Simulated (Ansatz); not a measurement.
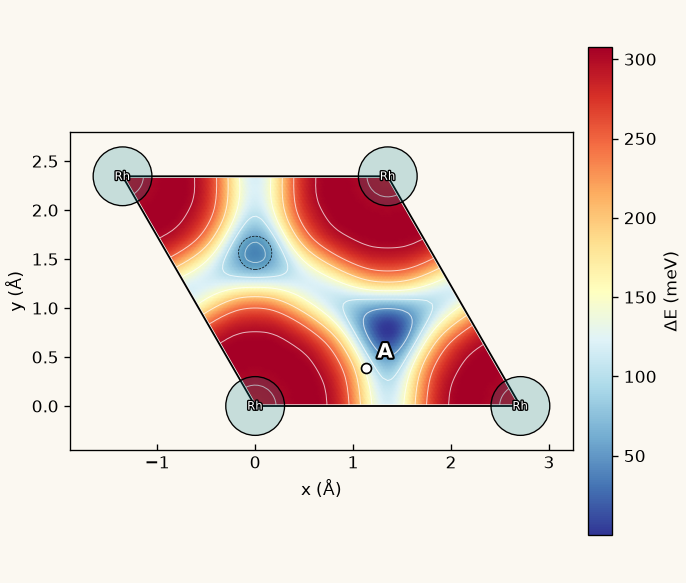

H on a Rh(111) slab cut from the Fm-3m phase, its upper half relaxed before the scan (12 atoms of substrate and one adsorbate in a 2 × 2 cell). 
- H is moved over the surface cell; relaxed at each place: the height of the adsorbate's atoms; substrate rigid; the origin of the map has the adsorbate above Rh9.
- Places are given modulo a cell vector. The map is drawn in real space over the plane of the surface.
- The scan uses a 6 × 6 grid; 10 points were computed and 26 follow by symmetry.
- Places are given in fractions of the 1 × 1 surface cell.
- Energies: meV, counted from the lowest grid point.
- Method: DFT PBE, scalar-relativistic, plane waves, PAW in Ansatz. Settings: cutoff 420 eV, k-mesh 6×6×1, gaussian smearing 0.1 eV, no spin polarisation.

Drawn: a smooth colour map with a few white contour lines, labelled circles for the atoms of the top layer and small ones for the second layer, the outline of one cell of the plane, the point A. Between grid points the surface is interpolated.

Which way does the force act at A, and how strong is it?

Answer. A, at (3/6, 1/6) of the cell vectors, is not a stationary point. The computed force is 0.52 eV/Å in the plane, pointing right in the picture (components 0.48 and 0.20 eV/Å).

PAW datasets: the set soft_1.
